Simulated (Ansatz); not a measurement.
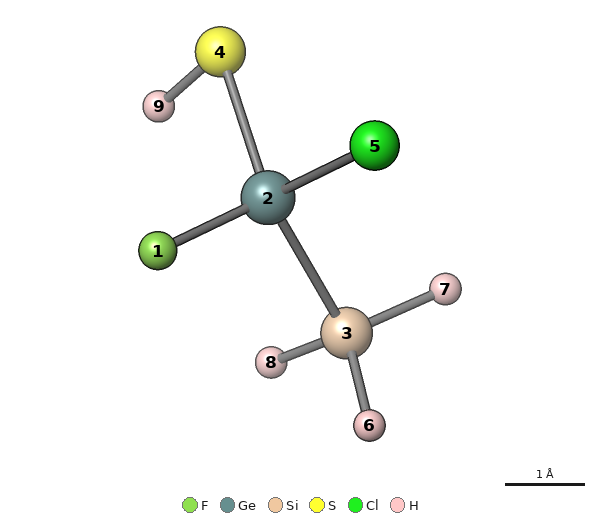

Orthographic view. Distant atoms are faded towards the background colour. The geometry was computed by an optimisation with PBE-D4/def2-SVP. No frequency run is at hand to confirm it as a minimum.

Write a Z-matrix (Å, degrees) in the order of the atom numbers, with these reference atoms: 2 to 1; 3 to 2, 1; 4 to 2, 1, 3; 5 to 2, 1, 4; 6 to 3, 2, 1; 7 to 3, 6, 2; 8 to 3, 6, 7; 9 to 4, 2, 1.

```
F  
Ge   1   1.764
Si   2   2.396   1   108.3
S    2   2.231   1   109.0   3   128.2
Cl   2   2.172   1   106.5   4   112.7
H    3   1.500   2   109.0   1   -54.5
H    3   1.500   6   111.1   2   118.0
H    3   1.502   6   110.8   7   123.1
H    4   1.365   2    92.1   1   -66.9
```
